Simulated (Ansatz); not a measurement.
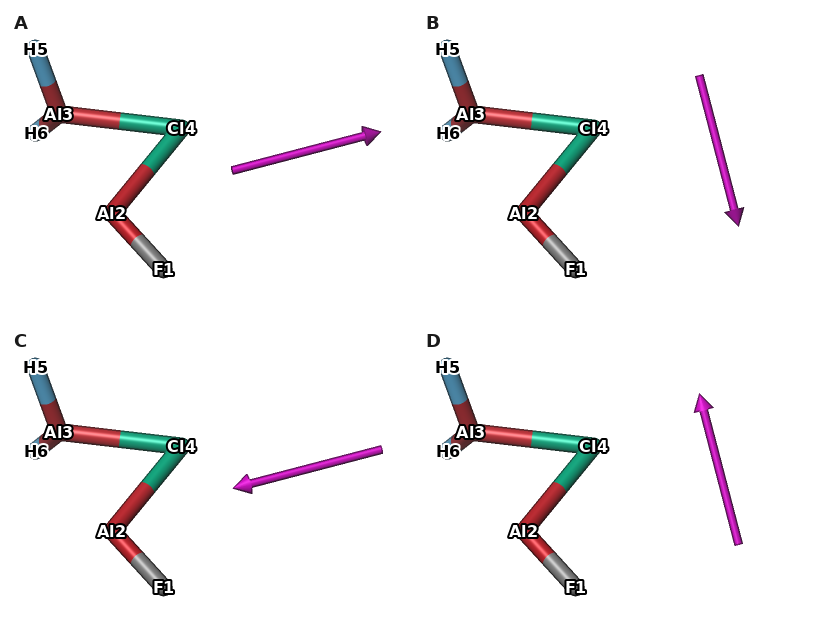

The same molecule four times, each with an arrow. The computed structure is the end point of a PBE0-D4/def2-TZVP optimisation. No frequency run is at hand to confirm it as a minimum. Properties computed with RKS PBE0-D4/def2-TZVP (Ansatz 0.2.0).

### Which arrow points along the dipole moment, from the negative to the positive end?

C. The dipole moment is 0.97 D; it points from the side of Cl4 to the side of H5, H6 (the outermost atoms at the two ends).
